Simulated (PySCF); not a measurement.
## Electronic structure of C3H3ClO2 (SMILES C=C(Cl)C(=O)O) in real space

Input

```
{"job": {"kind": "uv", "xc": "PBE0", "basis": "def2-SVPD", "nstates": 8, "ntriplets": 3}, "charge": 0, "multiplicity": 1}
C     -1.328008    -0.047514    -0.606242
C     -0.407863     0.594062     0.104052
Cl    -0.663378     2.166885     0.750471
C      0.936227     0.035617     0.423161
O      1.779250     0.599732     1.064134
O      1.111206    -1.188165    -0.091844
H     -1.122765    -1.030803    -0.990969
H     -2.287489     0.390897    -0.815321
H      1.996381    -1.514717     0.137378
```

Launched as:

```sh
OMP_NUM_THREADS=1 python probes_run.py task.json out
```

Geometry: GFN2-xTB.

Theory: PySCF, PBE0/def2-SVPD, SCF density, gas phase.

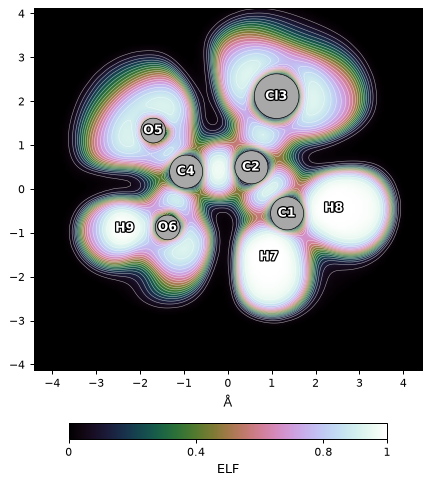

Figure 1. Electron localisation function on the molecular plane. Grey discs cover the atomic cores.

What do the fields say about this system?

Answer.
- Atoms in the plane: C, Cl, O and H.
- C–O (1.20 Å): the ELF peaks at about 0.85 between the atoms: a short, multiple covalent bond.
- C–C (1.33 Å): the ELF peaks at about 0.90 between the atoms (a multiple bond).
- C–Cl (1.72 Å): the ELF peaks at about 0.90 between the atoms: a covalent bond.
- O–H (0.97 Å): the ELF climbs to about 1 towards the hydrogen, as it does in any bond to H (a covalent bond by its length).
- C–O (1.34 Å): the ELF peaks at about 0.90 between the atoms; a polar covalent bond.
- The ELF also peaks beside O6, O5 and Cl3, away from the bonds: lone-pair regions.

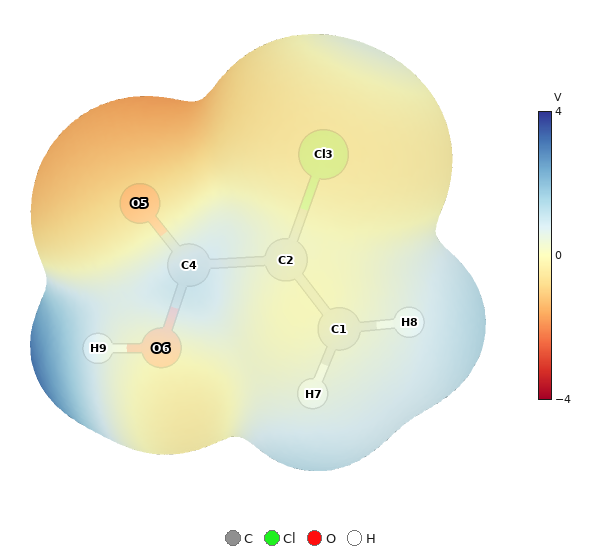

Figure 2. The electrostatic potential painted on the density surface at 0.002 e/bohr³, seen at a tilt; the colour scale runs from red (negative) to blue (positive).

Describe the electrostatic potential map.

Answer. The most negative region (about −1.7 V) lies over O5, the most positive (about +3.1 V) over H9. Cl3 shows a σ-hole: about +0.5 V at the tip opposite its bond, against about −0.7 V on its flanks. O5 is the likeliest acceptor of a hydrogen bond.

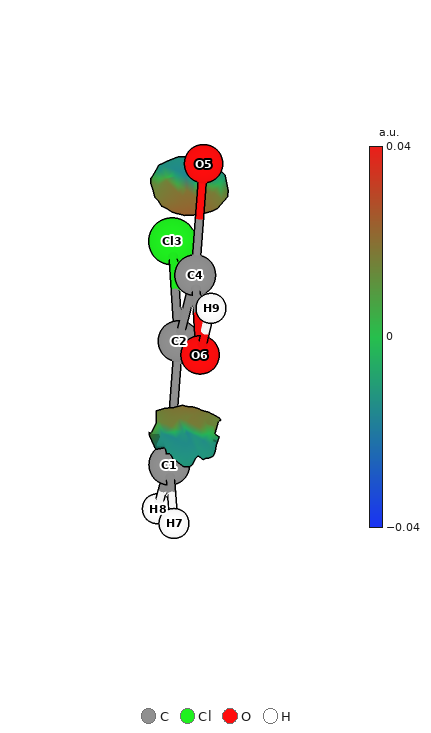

Figure 3. Non-covalent interaction (NCI) plot: the surface where the reduced density gradient is 0.5, for densities under 0.05 a.u., coloured by sign(λ₂)ρ; seen at an oblique angle.

What holds or crowds the atoms apart from the covalent bonds?

Answer.
- Between O6 and C4 on one side and C1 and H7 on the other: a weak contact, attractive (blue-green) on one side and crowded (olive to red) on the other
- Between O5 and C4 on one side and Cl3 and C2 on the other: a weak contact, attractive (blue-green) on one side and crowded (olive to red) on the other
